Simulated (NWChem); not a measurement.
# the pair BNH2ClF···BNH3Cl, step by step

Aim: a single-point energy (singlet B2N2H5Cl2F, PBE0-D2/STO-3G), then the energy (singlet BNH2ClF, PBE0-D2/STO-3G), then a single-point energy (singlet BNH3Cl, PBE0-D2/STO-3G), then a single-point energy (singlet BNH2ClF, PBE0-D2/STO-3G), then a single-point energy (singlet BNH3Cl, PBE0-D2/STO-3G) of B2Cl2FH5N2 and its partners. 

The calculation is run with NWChem 7.3.0.

## 1. The structure to begin with

The species is B2N2H5Cl2F (12 atoms), meant as a singlet with charge 0. The two molecules were placed rigidly side by side, at 1.1 times their contact distance; the pair isn't optimised.

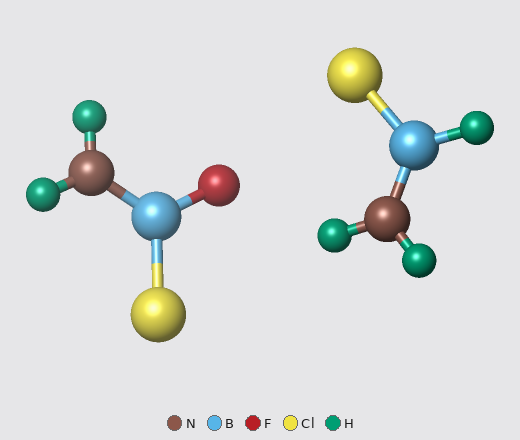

Viewed from a chosen angle; nitrogen brown, boron blue, fluorine red, chlorine yellow, hydrogen teal.

## 2. A single-point energy at PBE0-D2/STO-3G (run 1)

Contents of mol.nw:

```
start mol
memory 2200 mb

geometry units bohr noautosym nocenter noautoz
   N     -0.00614161     1.47649971     0.06273891
   B      0.09042340    -1.14284967     0.13303672
   F      1.05399475    -2.33394404     2.12083963
   Cl    -1.05758523    -2.98230908    -2.40278677
   H     -0.72083603     2.43685853    -1.40765699
   H      0.64014472     2.54570675     1.49382850
   N     -4.41857652    -6.89821845     4.79546350
   B     -3.88769576    -6.24537477     7.26919059
   Cl    -2.13491809    -3.47462053     7.91099827
   H     -5.40852845    -8.45714802     4.35077315
   H     -3.85332164    -5.86474613     3.30254207
   H     -4.58532596    -7.51062200     8.99485069
end

basis spherical bse
   * library STO-3G
end

dft
   xc pbe0
   disp vdw 2
   grid fine
   convergence energy 1e-08
   iterations 100
   mulliken
   noprint "final vectors analysis"
end

task dft energy
```

Started as:

```sh
nwchem mol.nw > mol.out
```

What it wrote:

```text
[...]
          Wavefunction type:  closed shell.
          No. of atoms     :    12
          No. of electrons :    72
[...]
          Charge           :     0
          Spin multiplicity:     1
[...]
          AO basis - number of functions:    48
[...]
              XC Information
              --------------
                         PBE0 Method XC Functional
                     Hartree-Fock (Exact) Exchange  0.250
          PerdewBurkeErnzerhof Exchange Functional  0.750
            Perdew 1991 LDA Correlation Functional  1.000 local
           PerdewBurkeErnz. Correlation Functional  1.000 non-local
[...]
 d= 0,ls=0.0,diis     1  -1168.4390741915 -1.54D+03  4.14D-02  8.84D-01     0.8
[...]
 d= 0,ls=0.0,diis    10  -1168.6188212127 -4.55D-10  1.88D-07  4.22D-11     5.8
         Total DFT energy =    -1168.618821212720
      One electron energy =    -2351.544363298054
           Coulomb energy =      903.639870118025
    Exchange-Corr. energy =      -90.412716611608
 Nuclear repulsion energy =      369.701993012061
    Dispersion correction =       -0.003604433145
[...]
      Total Density - Mulliken Population Analysis
     ---------------------------------------------
    Atom       Charge   Shell Charges
 -----------   ------   -------------------------------------------------------
    1 N    7     7.48   1.99  1.47  4.01
    2 B    5     4.60   1.99  0.76  1.85
    3 F    9     9.10   2.00  1.94  5.17
    4 Cl  17    17.26   2.00  2.00  5.99  1.97  5.31
    5 H    1     0.78   0.78
    6 H    1     0.78   0.78
    7 N    7     7.45   1.99  1.48  3.97
    8 B    5     4.74   1.99  0.87  1.88
    9 Cl  17    17.24   2.00  2.00  5.99  1.97  5.29
   10 H    1     0.77   0.77
[...]
```

Wall time 6.6 s (1 thread of Intel Xeon 6975P-C (Granite Rapids), shared host); peak memory 0.12 GiB.

## 3. BNH2ClF: a single-point energy at PBE0-D2/STO-3G (run 2)

Contents of sp.nw:

```
start sp
title "BClFH2N PBE0"
memory stack 880 mb heap 220 mb global 1100 mb

geometry units angstrom noautosym nocenter noautoz
   N       -0.003250       0.781330       0.033200
   B        0.047850      -0.604770       0.070400
   F        0.557750      -1.235070       1.122300
   Cl      -0.559650      -1.578170      -1.271500
   H       -0.381450       1.289530      -0.744900
   H        0.338750       1.347130       0.790500
end

basis spherical bse
   * library STO-3G
end

dft
   xc pbe0
   disp vdw 2
   grid fine
   convergence energy 1e-08
   iterations 100
   mulliken
   print low
end

task dft
```

Started as:

```sh
nwchem sp.nw > sp.out
```

What it wrote:

```text
[...]
 d= 0,ls=0.0,diis     1   -633.0798083424 -7.76D+02  6.21D-02  5.99D-01     0.3
[...]
 d= 0,ls=0.0,diis     8   -633.1996944119 -4.28D-10  2.71D-06  3.25D-09     1.3
         Total DFT energy =     -633.199694411886
      One electron energy =    -1161.196561952372
           Coulomb energy =      435.122979579250
    Exchange-Corr. energy =      -50.273801286443
 Nuclear repulsion energy =      143.149004919417
    Dispersion correction =       -0.001315671737
[...]
      Total Density - Mulliken Population Analysis
     ---------------------------------------------
    Atom       Charge   Shell Charges
 -----------   ------   -------------------------------------------------------
    1 N    7     7.48   1.99  1.47  4.01
    2 B    5     4.60   1.99  0.76  1.85
    3 F    9     9.11   2.00  1.94  5.17
    4 Cl  17    17.26   2.00  2.00  5.99  1.97  5.30
    5 H    1     0.78   0.78
    6 H    1     0.78   0.78
[...]
```

It took 1.9 s on 1 thread of Intel Xeon 6975P-C (Granite Rapids), shared host; peak memory 0.11 GiB.

## 4. BNH3Cl: the energy at PBE0-D2/STO-3G (run 3)

Contents of bclh3n.nw:

```
start bclh3n
title "BClH3N"
memory total 2200 mb
charge 0

geometry noautosym nocenter noautoz
  N       -2.338210      -3.650380       2.537650
  B       -2.057280      -3.304910       3.846690
  Cl      -1.129750      -1.838690       4.186320
  H       -2.862070      -4.475330       2.302330
  H       -2.039090      -3.103490       1.747630
  H       -2.426450      -3.974450       4.759870
end

basis spherical bse
  * library STO-3G
end

dft
  xc pbe0
  disp vdw 2
  grid fine
  convergence energy 1e-08
  iterations 100
  mulliken
  print low
end

task dft
```

Started as:

```sh
nwchem bclh3n.nw > bclh3n.out
```

What it wrote:

```text
[...]
 d= 0,ls=0.0,diis     1   -535.3570485265 -6.21D+02  5.18D-02  2.80D-01     0.2
[...]
 d= 0,ls=0.0,diis     7   -535.4164762811 -6.67D-09  9.87D-07  2.41D-10     1.0
         Total DFT energy =     -535.416476281120
      One electron energy =     -908.092912492558
           Coulomb energy =      327.419390553706
    Exchange-Corr. energy =      -40.139622431509
 Nuclear repulsion energy =       85.397974171150
    Dispersion correction =       -0.001306081910
[...]
      Total Density - Mulliken Population Analysis
     ---------------------------------------------
    Atom       Charge   Shell Charges
 -----------   ------   -------------------------------------------------------
    1 N    7     7.45   1.99  1.48  3.97
    2 B    5     4.74   1.99  0.87  1.88
    3 Cl  17    17.24   2.00  2.00  5.99  1.97  5.29
    4 H    1     0.77   0.77
    5 H    1     0.77   0.77
    6 H    1     1.03   1.03
[...]
```

Run time: 1.5 s. Hardware: 1 thread of Intel Xeon 6975P-C (Granite Rapids), shared host; peak memory 0.11 GiB.

## 5. BNH2ClF among ghost functions: the energy at PBE0-D2/STO-3G (with ghost functions) (run 4)

Contents of a.nw:

```
start a
title "BClFH2N PBE0"
memory 2200 mb
charge 0
geometry units angstrom noautosym nocenter noautoz
   N       -0.003250       0.781330       0.033200
   B        0.047850      -0.604770       0.070400
   F        0.557750      -1.235070       1.122300
   Cl      -0.559650      -1.578170      -1.271500
   H       -0.381450       1.289530      -0.744900
   H        0.338750       1.347130       0.790500
   bqN     -2.338210    -3.650380     2.537650
   bqB     -2.057280    -3.304910     3.846690
   bqCl    -1.129750    -1.838690     4.186320
   bqH     -2.862070    -4.475330     2.302330
   bqH     -2.039090    -3.103490     1.747630
   bqH     -2.426450    -3.974450     4.759870
end
basis spherical bse
   N library STO-3G
   B library STO-3G
   F library STO-3G
   Cl library STO-3G
   H library STO-3G
   bqN library N STO-3G
   bqB library B STO-3G
   bqCl library Cl STO-3G
   bqH library H STO-3G
end
dft
   xc pbe0
   disp vdw 2
   grid fine
   convergence energy 1e-08
   iterations 100
   mulliken
   print low
end
task dft energy
```

Started as:

```sh
nwchem a.nw > a.out
```

What it wrote:

```text
[...]
 d= 0,ls=0.0,diis     1   -633.0798907736 -7.76D+02  3.36D-02  5.99D-01     0.7
[...]
 d= 0,ls=0.0,diis     8   -633.1997702763 -4.26D-10  1.47D-06  3.25D-09     4.1
         Total DFT energy =     -633.199770276345
      One electron energy =    -1161.195021030235
           Coulomb energy =      435.121214860306
    Exchange-Corr. energy =      -50.273653354096
 Nuclear repulsion energy =      143.149004919417
    Dispersion correction =       -0.001315671737
[...]
      Total Density - Mulliken Population Analysis
     ---------------------------------------------
    Atom       Charge   Shell Charges
 -----------   ------   -------------------------------------------------------
    1 N    7     7.48   1.99  1.47  4.01
    2 B    5     4.60   1.99  0.76  1.85
    3 F    9     9.11   2.00  1.94  5.17
    4 Cl  17    17.26   2.00  2.00  5.99  1.97  5.30
    5 H    1     0.78   0.78
    6 H    1     0.78   0.78
    7 X    0    -0.00   0.00 -0.00 -0.00
    8 X    0     0.00  -0.00  0.00  0.00
    9 X    0     0.00   0.00  0.00 -0.00  0.00  0.00
   10 X    0     0.00   0.00
[...]
```

It took 4.8 s on 1 thread of Intel Xeon 6975P-C (Granite Rapids), shared host; peak memory 0.12 GiB.

## 6. BNH3Cl among ghost functions: the energy at PBE0-D2/STO-3G (with ghost functions) (run 5)

Contents of sp.nw:

```
start sp
memory total 2200 mb
charge 0

geometry units angstroms noautosym nocenter noautoz
   N    -2.338210   -3.650380    2.537650
   B    -2.057280   -3.304910    3.846690
   Cl   -1.129750   -1.838690    4.186320
   H    -2.862070   -4.475330    2.302330
   H    -2.039090   -3.103490    1.747630
   H    -2.426450   -3.974450    4.759870
   bqN     -0.003250     0.781330     0.033200
   bqB      0.047850    -0.604770     0.070400
   bqF      0.557750    -1.235070     1.122300
   bqCl    -0.559650    -1.578170    -1.271500
   bqH     -0.381450     1.289530    -0.744900
   bqH      0.338750     1.347130     0.790500
end

basis spherical bse
   N library STO-3G
   B library STO-3G
   Cl library STO-3G
   H library STO-3G
   bqN library N STO-3G
   bqB library B STO-3G
   bqF library F STO-3G
   bqCl library Cl STO-3G
   bqH library H STO-3G
end

dft
   xc pbe0
   mult 1
   disp vdw 2
   grid fine
   convergence energy 1e-08
   maxiter 100
   mulliken
   noprint "final vectors analysis"
end

task dft energy
```

Started as:

```sh
nwchem sp.nw > sp.out
```

What it wrote:

```text
[...]
          Wavefunction type:  closed shell.
          No. of atoms     :    12
          No. of electrons :    32
[...]
          Charge           :     0
          Spin multiplicity:     1
[...]
          AO basis - number of functions:    48
[...]
              XC Information
              --------------
                         PBE0 Method XC Functional
                     Hartree-Fock (Exact) Exchange  0.250
          PerdewBurkeErnzerhof Exchange Functional  0.750
            Perdew 1991 LDA Correlation Functional  1.000 local
           PerdewBurkeErnz. Correlation Functional  1.000 non-local
[...]
 d= 0,ls=0.0,diis     1   -535.3570720995 -6.21D+02  2.38D-02  2.80D-01     0.7
[...]
 d= 0,ls=0.0,diis     7   -535.4164993128 -6.66D-09  4.52D-07  2.41D-10     3.5
         Total DFT energy =     -535.416499312844
      One electron energy =     -908.092371777763
           Coulomb energy =      327.418776667587
    Exchange-Corr. energy =      -40.139572291909
 Nuclear repulsion energy =       85.397974171150
    Dispersion correction =       -0.001306081910
[...]
      Total Density - Mulliken Population Analysis
     ---------------------------------------------
    Atom       Charge   Shell Charges
 -----------   ------   -------------------------------------------------------
    1 N    7     7.45   1.99  1.48  3.97
    2 B    5     4.74   1.99  0.87  1.88
    3 Cl  17    17.24   2.00  2.00  5.99  1.97  5.29
    4 H    1     0.77   0.77
    5 H    1     0.77   0.77
    6 H    1     1.03   1.03
    7 X    0    -0.00  -0.00 -0.00 -0.00
    8 X    0     0.00  -0.00  0.00  0.00
    9 X    0     0.00   0.00  0.00  0.00
   10 X    0     0.00   0.00  0.00 -0.00  0.00  0.00
[...]
```

Run time: 4.2 s. Hardware: 1 thread of Intel Xeon 6975P-C (Granite Rapids), shared host; peak memory 0.12 GiB.

## 7. Outcome

| quantity | value |
| --- | --- |
| run 1, PBE0-D2/STO-3G: total energy | -1168.61882 Eh |
| run 1, PBE0-D2/STO-3G: dipole moment | 1.74 D |
| run 1, PBE0-D2/STO-3G: dispersion energy | -9.46 kJ/mol |
| BNH2ClF: total energy | -633.19969 Eh |
| BNH2ClF: dispersion energy | -3.45 kJ/mol |
| BNH3Cl: total energy | -535.41648 Eh |
| BNH3Cl: dispersion energy | -3.43 kJ/mol |
| BNH2ClF among ghost functions: total energy | -633.19977 Eh |
| BNH2ClF among ghost functions: dispersion energy | -3.45 kJ/mol |
| BNH3Cl among ghost functions: total energy | -535.41650 Eh |
| BNH3Cl among ghost functions: dipole moment | 3.45 D |
| BNH3Cl among ghost functions: dispersion energy | -3.43 kJ/mol |
| interaction energy of the rigid parts BNH2ClF and BNH3Cl (parts in their own basis; closest atoms 3.26 Å apart) | -0.072 eV |
| interaction energy of the rigid parts BNH2ClF and BNH3Cl (parts in the whole basis, counterpoise; closest atoms 3.26 Å apart) | -0.069 eV |

The interaction energy of the rigid parts BNH2ClF and BNH3Cl (parts in their own basis; closest atoms 3.26 Å apart) is −0.07 eV (−7.0 kJ/mol): the parts attract. Without counterpoise this holds the superposition error of the basis. The interaction energy of the rigid parts BNH2ClF and BNH3Cl (parts in the whole basis, counterpoise; closest atoms 3.26 Å apart) is −0.07 eV (−6.7 kJ/mol): the parts attract. The basis-set superposition error is 0.3 kJ/mol. Mulliken charges (run 1, PBE0-D2/STO-3G) run from -0.48 on N1 to +0.40 on B2.
